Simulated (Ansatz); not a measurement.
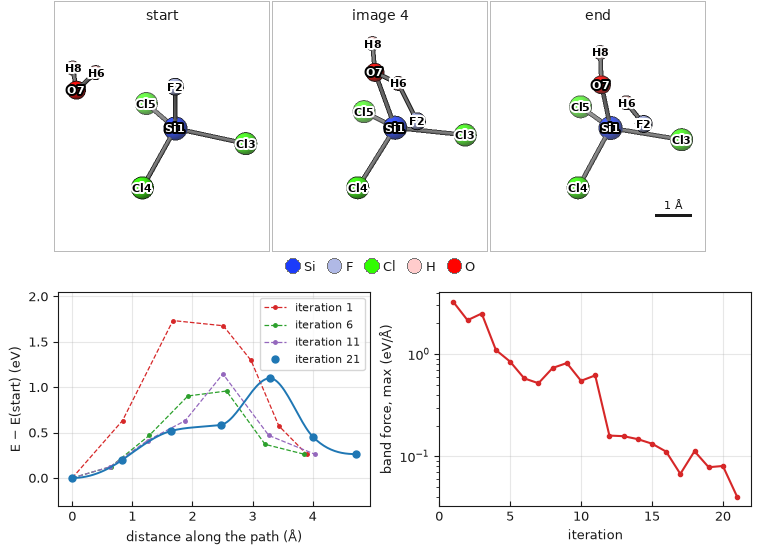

NEB run on SiH$_{2}$OCl$_{3}$F, made up at the start of SiCl3F and H₂O. Images are numbered from 0 (start) to 6 (end). The plot follows the band through its iterations. The picture is a ball-and-stick view, seen from a free direction.

Level of theory: RKS B3LYP-D4/def2-SVP in Ansatz. Settings: 5 movable images; climbing image; force threshold 0.05 eV/Å; iteration limit 59; starting path through a guess of the saddle point.

### How did the profile develop, and is the result final?

The result is final at these settings. The band converged in 21 iterations. The largest component of the band force went from 3.2 to 0.04 eV/Å. The climbing image converged on the top of the path. Its vibrational analysis gives one imaginary mode (818i cm⁻¹), as a transition state must have. The first iteration put the highest image at 1.73 eV. The energy climbs by 1.10 eV to image 4 and then falls by 0.84 eV, so the end point sits at +0.26 eV.

Limits of the set-up: the start holds two separate molecules, 2.3 Å apart at their closest, whose relative position is a soft coordinate.

Cost: 5.7 min on 2 threads of Intel(R) Xeon(R) Platinum 8488C (Sapphire Rapids), with other jobs on the host, peak memory 0.29 GiB.
